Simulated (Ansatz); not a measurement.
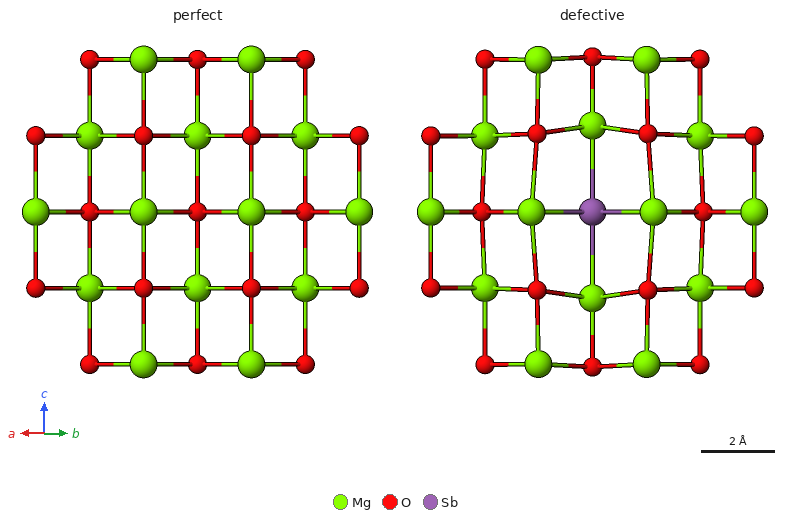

Left: perfect MgO. Right: the same region with one point defect, after relaxing the atoms in a supercell of 54 sites. Style: ball-and-stick. Shown: the atoms within 5.4 Å of one point, in a slice 5.0 Å thick across the line of sight, along [110].

These are results of DFT, PBE, plane-wave PAW, default files, scalar-relativistic in Ansatz 0.2.0, not measurements. Set-up: plane-wave cutoff 420 eV; k-point mesh 3 × 3 × 3; occupations fermi dirac; smearing width 0.01 eV; collinear spin. The axes drawn are those of the host's conventional cell.

Q: Which defect is it?

A: An oxygen atom is replaced by antimony.

The charge state of the cell is 0.

Q: How does the lattice respond?

A: In the host the O atom has 6 Mg at 2.11 Å; the Sb atom ends with 6 Mg at 2.39 Å. Of the host's atoms, a magnesium atom moves furthest from its site, by 0.28 Å. The cell's net moment is 1.00 μB.
